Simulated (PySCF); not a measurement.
SiCl3: single-point calculation

SiCl3, multiplicity 2, computed with UHF/minao, mp2 (PySCF 2.14.0).

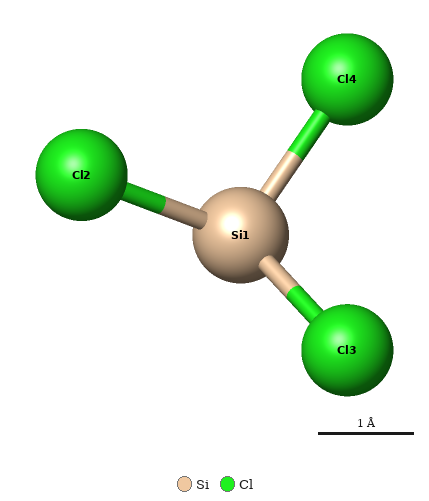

**Figure 1.** The input geometry (ball-and-stick view, seen at a tilt; atoms are numbered from 1 in the order of the input).

Input file
```python
from pyscf import gto, scf, mp

mol = gto.M(
    atom='Si 0 0 -0.5496; Cl 1.9385 0 0.1466; Cl -0.9693 1.6788 0.1466; Cl -0.9693 -1.6788 0.1466',
    basis='minao',
    charge=0,
    spin=1,
    symmetry=True,
    verbose=4,
)
mf = scf.UHF(mol)
mf.kernel()
mp.MP2(mf).kernel()
mf.dip_moment()
print('orbital energies (hartree):', [e[max(0, n-3):n+3].round(4) for e, n in zip(mf.mo_energy, mol.nelec)])
```

Machine: 1 CPU thread, shared host.

Run as:
```bash
OMP_NUM_THREADS=1 python input.py
```

What the program printed
```
PySCF version 2.14.0

[INPUT] verbose = 4
[INPUT] num. atoms = 4
[INPUT] num. electrons = 65
[INPUT] charge = 0
[INPUT] spin (= nelec alpha-beta = 2S) = 1
[INPUT] symmetry True subgroup None
[INPUT] Mole.unit = angstrom
[INPUT] Symbol           X                Y                Z      unit          X                Y                Z       unit  Magmom
[INPUT]  1 Si     0.000000000000   0.000000000000  -0.549600000000 AA    0.000000000000   0.000000000000  -1.038593478061 Bohr   0.0
[INPUT]  2 Cl     1.938500000000   0.000000000000   0.146600000000 AA    3.663234092469   0.000000000000   0.277033849861 Bohr   0.0
[INPUT]  3 Cl    -0.969300000000   1.678800000000   0.146600000000 AA   -1.831711532541   3.172472217920   0.277033849861 Bohr   0.0
[INPUT]  4 Cl    -0.969300000000  -1.678800000000   0.146600000000 AA   -1.831711532541  -3.172472217920   0.277033849861 Bohr   0.0

nuclear repulsion = 320.079704887616
point group symmetry = Cs
symmetry origin: [-4.94236063e-05 -1.36642834e-17 -6.33203615e-03]
symmetry axis x: [ 1.00000000e+00 -4.26245842e-13 -2.81667508e-06]
symmetry axis y: [-2.81667508e-06  0.00000000e+00 -1.00000000e+00]
symmetry axis z: [-4.26245843e-13 -1.00000000e+00 -1.11022289e-16]
num. orbitals of irrep A' = 23
num. orbitals of irrep A" = 13
number of shells = 8
number of NR pGTOs = 168
number of NR cGTOs = 36
basis = minao
ecp = {}

******** <class 'pyscf.scf.uhf_symm.SymAdaptedUHF'> ********
method = SymAdaptedUHF
initial guess = minao
damping factor = 0
level_shift factor = 0
DIIS = <class 'pyscf.scf.diis.CDIIS'>
diis_start_cycle = 1
diis_space = 8
diis_damp = 0
SCF conv_tol = 1e-09
SCF conv_tol_grad = None
SCF max_cycles = 50
direct_scf = True
direct_scf_tol = 1e-13
number electrons alpha = 33  beta = 32
Freeze 0 electrons in irreps []
    65 free electrons in irreps A' A"
Set gradient conv threshold to 3.16228e-05
init E= -1667.98711212291
alpha HOMO (A') = -0.150132159539604  LUMO (A') = 0.124261012216755
beta  HOMO (A") = -0.430380365926681  LUMO (A') = -0.150132159539604

WARN: HOMO -0.150132159539604 >= LUMO -0.150132159539604

WARN: alpha-A' HOMO -0.150132159539604 > system LUMO -0.150132159539604

WARN: beta-A' LUMO -0.150132159539604 < system HOMO -0.150132159539604

cycle= 1 E= -1667.29112150115  delta_E= 0.696  |g|= 0.195  |ddm|= 1.98
alpha HOMO (A') = -0.422204651858117  LUMO (A') = 0.0488715286770402
beta  HOMO (A") = -0.476388778740882  LUMO (A') = -0.116966700385839
  HOMO = -0.422204651858  LUMO = -0.116966700386  gap/eV = 8.30595
cycle= 2 E= -1667.34557278047  delta_E= -0.0545  |g|= 0.0342  |ddm|= 0.638
alpha HOMO (A') = -0.400796345364101  LUMO (A') = 0.0835339904113873
beta  HOMO (A") = -0.490364332293972  LUMO (A') = -0.071981449591726
  HOMO = -0.400796345364  LUMO = -0.0719814495917  gap/eV = 8.94751
cycle= 3 E= -1667.34788642938  delta_E= -0.00231  |g|= 0.0144  |ddm|= 0.131
alpha HOMO (A') = -0.403320489822827  LUMO (A') = 0.0887654600654457
beta  HOMO (A") = -0.491191025959241  LUMO (A') = -0.0654632944670959
  HOMO = -0.403320489823  LUMO = -0.0654632944671  gap/eV = 9.19356
cycle= 4 E= -1667.34859481798  delta_E= -0.000708  |g|= 0.00343  |ddm|= 0.116
alpha HOMO (A') = -0.403366140191701  LUMO (A') = 0.0879135589218777
beta  HOMO (A") = -0.491532870384138  LUMO (A') = -0.0654752279169822
  HOMO = -0.403366140192  LUMO = -0.065475227917  gap/eV = 9.19448
cycle= 5 E= -1667.34864005887  delta_E= -4.52e-05  |g|= 0.00143  |ddm|= 0.0282
alpha HOMO (A') = -0.403516173832339  LUMO (A') = 0.0881538699277614
beta  HOMO (A") = -0.491588102877009  LUMO (A') = -0.0653214496430753
  HOMO = -0.403516173832  LUMO = -0.0653214496431  gap/eV = 9.20275
cycle= 6 E= -1667.34864858017  delta_E= -8.52e-06  |g|= 0.000438  |ddm|= 0.0124
alpha HOMO (A') = -0.403386288832452  LUMO (A') = 0.0880374996984584
beta  HOMO (A") = -0.49154962466605  LUMO (A') = -0.0653650897876558
  HOMO = -0.403386288832  LUMO = -0.0653650897877  gap/eV = 9.19803
cycle= 7 E= -1667.34864930824  delta_E= -7.28e-07  |g|= 7.14e-05  |ddm|= 0.00368
alpha HOMO (A') = -0.403423083458022  LUMO (A') = 0.0880928375016878
beta  HOMO (A") = -0.491562192492217  LUMO (A') = -0.0653465211202112
  HOMO = -0.403423083458  LUMO = -0.0653465211202  gap/eV = 9.19953
cycle= 8 E= -1667.34864932224  delta_E= -1.4e-08  |g|= 6.45e-06  |ddm|= 0.000424
alpha HOMO (A') = -0.403415398359273  LUMO (A') = 0.0880827453712653
beta  HOMO (A") = -0.491562265537802  LUMO (A') = -0.0653500038030282
  HOMO = -0.403415398359  LUMO = -0.065350003803  gap/eV = 9.19923
cycle= 9 E= -1667.34864932232  delta_E= -7.57e-11  |g|= 1.26e-06  |ddm|= 2.65e-05
```

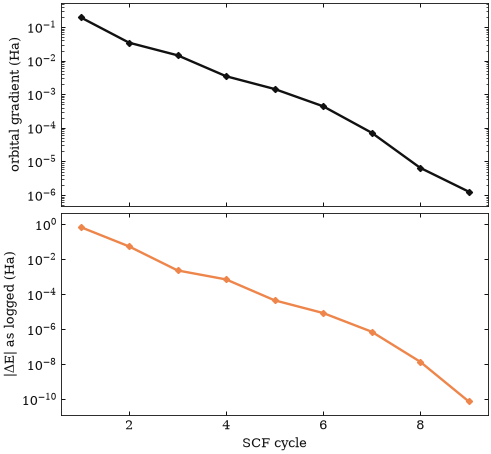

**Figure 2.** Convergence of the self-consistent field: orbital gradient and size of the energy change against the SCF cycle. The residual falls at every step.

```
alpha HOMO (A') = -0.403416225960016  LUMO (A') = 0.0880838330438833
beta  HOMO (A") = -0.491562138469893  LUMO (A') = -0.0653498223984019
  HOMO = -0.40341622596  LUMO = -0.0653498223984  gap/eV = 9.19926
Extra cycle  E= -1667.34864932232  delta_E= -2.73e-12  |g|= 5.16e-07  |ddm|= 4.13e-06
converged SCF energy = -1667.34864932232  <S^2> = 0.75608271  2S+1 = 2.0060735

******** <class 'pyscf.mp.ump2.UMP2'> ********
nocc = (np.int64(33), np.int64(32)), nmo = (36, 36)
E(UMP2) = -1667.38937290741  E_corr = -0.0407235850844242
E(SCS-UMP2) = -1667.39024050886  E_corr = -0.0415911865408087
E_corr(same-spin) = -0.00839667180057743
E_corr(oppo-spin) = -0.0323269132838468
Dipole moment(X, Y, Z, Debye):  0.00019,  0.00000, -1.60425
orbital energies (hartree): [array([-0.499 , -0.4942, -0.4034,  0.0881,  0.1209,  0.1209]), array([-0.4973, -0.4973, -0.4916, -0.0653,  0.0992,  0.1613])]
```

Results in brief

- outcome: converged
- SCF energy: −1667.348649 hartree
- ⟨S²⟩: 0.756
- dipole moment: 1.60 D
- wall time: 2.4 s
